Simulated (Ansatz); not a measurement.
BNH4OClF: several calculations on one system

## 1. Relaxation

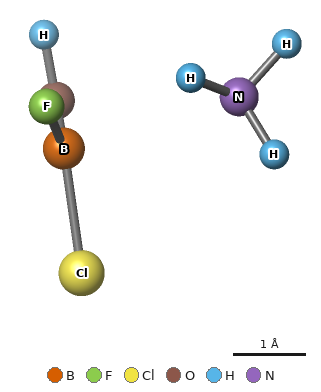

This is the input geometry for a relaxation of BNH4OClF. Style: ball-and-stick. Shown at a tilt.

The run prepares an end point of a later path (reaction) calculation, from a guessed geometry.

Method: RHF/6-31G* in Ansatz 0.2.0.

Input
```yaml
crystal:
  periodic: [false, false, false]
  atoms:
    - { symbol: B, position_ang: [0.056, -0.486635, -0.107681] }
    - { symbol: F, position_ang: [-0.075181, -0.567949, 1.206505] }
    - { symbol: Cl, position_ang: [1.66765, -0.652951, -0.804721] }
    - { symbol: O, position_ang: [-1.014976, -0.453847, -0.901413] }
    - { symbol: H, position_ang: [-1.832178, -0.399025, -0.425275] }
    - { symbol: "N", position_ang: [0.304442, 2.086319, 0.819976] }
    - { symbol: H, position_ang: [1.261873, 2.380936, 0.775611] }
    - { symbol: H, position_ang: [-0.260066, 2.907172, 0.940179] }
    - { symbol: H, position_ang: [0.202436, 1.497981, 1.653218] }
basis:
  gaussian: { orbitals: "6-31G*" }
hamiltonian:
  xc: hf
relax:
  f_tol: 0.03
  max_steps: 50
```

Command:
```bash
ansatz run input.yaml --threads 1 --pin off --max-ram 2048MiB --backend cpu --events-out ev --progress --plain --runs-dir out
```

Q: Predict the outcome.

A: Over 26 accepted moves (30 points after the start) the energy falls by 0.542 eV. Largest force component: 0.95 eV/Å at the start, 0.0078 eV/Å at the end. The line search rejected the trial steps at points 2, 13, 19, 22 of the run. The atom that moves furthest after the best rigid fit is H8 (1.14 Å). By element the largest moves are H 1.14 Å, O 0.92 Å, B 0.69 Å, Cl 0.67 Å, N 0.45 Å, F 0.43 Å. Among the contacts that change: B1–N6 2.746 → 1.642 Å, B1–Cl3 1.764 → 1.891 Å, B1–O4 1.333 → 1.392 Å, B1–F2 1.323 → 1.361 Å. New bonds form, among them: B1–N6 (2.75 → 1.64 Å). Bond angles that change, for instance: F2–B1–Cl3 118.5° → 110.3°, Cl3–B1–O4 120.1° → 114.7°, F2–B1–O4 120.9° → 117.7°. Cost: 80 s on 1 thread of Arm Neoverse V1, on a shared host, peak memory 0.16 GiB.

The structure at the end:

```xyz
9

B     0.0617    0.1083    0.2493
F     0.3230   -0.6978    1.3142
Cl    1.3891   -0.1083   -1.0797
O    -1.2445    0.1408   -0.2318
H    -1.4832   -0.6448   -0.7025
N     0.2879    1.6348    0.8109
H     1.2069    1.7524    1.2014
H     0.1644    2.3021    0.0691
H    -0.3954    1.8244    1.5256
```

The end point in the same view:

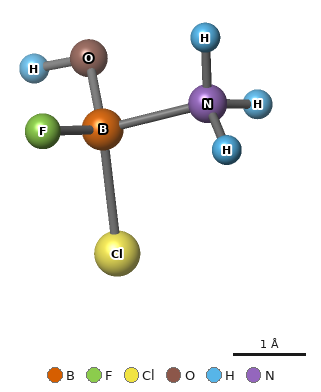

Limits of the set-up: Hartree-Fock leaves out electron correlation.

## 2. Relaxation

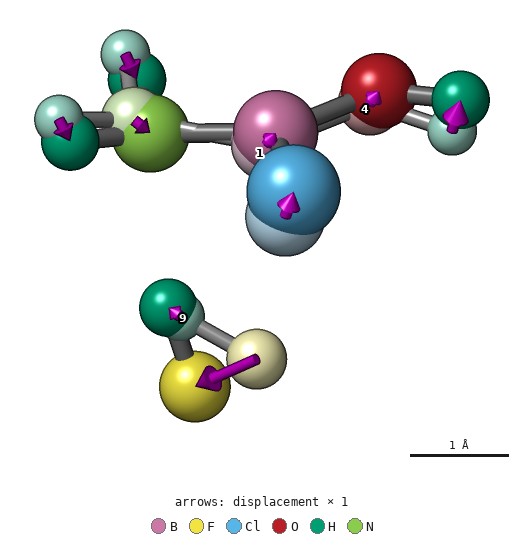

A relaxation of BNH₄OClF. The starting structure is drawn faded, the final one solid; purple arrows show the displacements, at their true length. The two geometries are superimposed by the best rigid fit.

Style: ball-and-stick. Shown at a tilt.

The run prepares an end point of a later path (reaction) calculation, from a guessed geometry.

All numbers below come from RHF/6-31G* in Ansatz 0.2.0. Settings: no spin polarisation; force threshold 0.03 eV/Å; at most 50 steps.

### Atoms of which element are displaced furthest, and by how much?

Fluorine: up to 0.84 Å, against 0.39 Å for hydrogen.

### Describe the change and its energy.

The F atom moves most after the best rigid fit: 0.84 Å. By element the largest moves are F 0.84 Å, H 0.39 Å, Cl 0.31 Å, N 0.21 Å, O 0.18 Å, B 0.17 Å. Among the contacts that change: B–N 1.480 → 1.414 Å. Over 9 accepted moves (10 points after the start) the energy falls by 4.83 kcal/mol. The largest force component goes from 2 to 0.024 eV/Å. The line search rejected the trial step at point 5 of the run. The run took 29 s on 1 thread of Arm Neoverse V1, with other jobs on the host, peak memory 0.16 GiB.

Limits of the set-up: the start holds two separate molecules, 2.3 Å apart at their closest, whose relative position is a soft coordinate and is computed without a dispersion correction; Hartree-Fock leaves out electron correlation.

## 3. Path

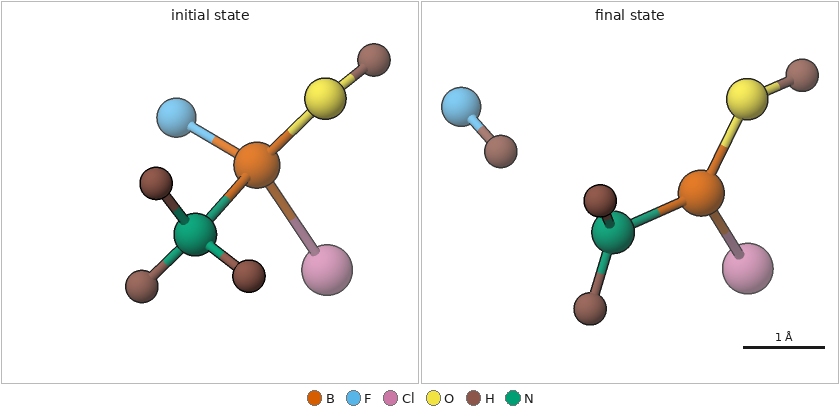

The two relaxed end points of a path for BNH4OClF. A ball-and-stick model, seen from a free direction.

Level of theory: Ansatz 0.2.0, RHF/6-31G*.

Settings: 5 movable images; climbing image; force threshold 0.03 eV/Å; iteration limit 60.

Start:
```xyz
9

B     0.0354    0.1073    0.2513
F     0.2993   -0.7044    1.3113
Cl    1.3098   -0.1657   -1.1184
O    -1.2834    0.1889   -0.1877
H    -1.5675   -0.5884   -0.6467
N     0.3387    1.6259    0.7980
H     1.2737    1.7090    1.1582
H     0.2174    2.2948    0.0572
H    -0.3134    1.8446    1.5332
```

End:
```xyz
9

B     0.0094    0.5363   -0.4038
F     0.1034   -0.0092    2.8190
Cl    1.2757   -0.5100   -1.1145
O    -1.2919    0.2974   -0.6308
H    -1.4751   -0.4777   -1.1434
N     0.3915    1.6107    0.4327
H     1.3294    1.9492    0.4298
H    -0.2847    2.3204    0.6259
H     0.2524    0.5948    2.1415
```

What barrier does the band find between them, and by what path?

Forward barrier 2.13 eV, backward barrier 1.08 eV, with image 4 at the top; the reaction energy is +1.05 eV. Breaking: B1–F2 (1.36 → 1.79 at the top → 3.27 Å), N6–H9 (1.01 → 1.30 at the top → 1.99 Å). Forming: F2–H9 (2.63 → 1.12 at the top → 0.92 Å). The band is converged. At the top, the vibrational analysis gives one imaginary mode (1496i cm⁻¹), as a transition state must have.

Energies of the converged images:

| image | path (Å) | E (eV) |
| --- | --- | --- |
| 0 | 0.00 | 0.000 |
| 1 | 0.60 | 0.024 |
| 2 | 1.20 | 0.061 |
| 3 | 1.79 | 0.455 |
| 4 | 2.39 | 2.132 |
| 5 | 3.20 | 1.131 |
| 6 | 4.00 | 1.048 |

The geometry at the top of the path:

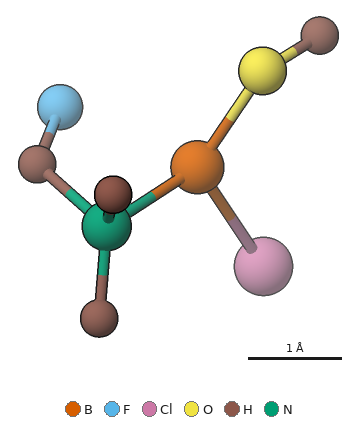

Limits of the set-up: Hartree-Fock leaves out electron correlation.

Cost: 2 min on 1 thread of Arm Neoverse V1, with other jobs on the host, peak memory 0.17 GiB.
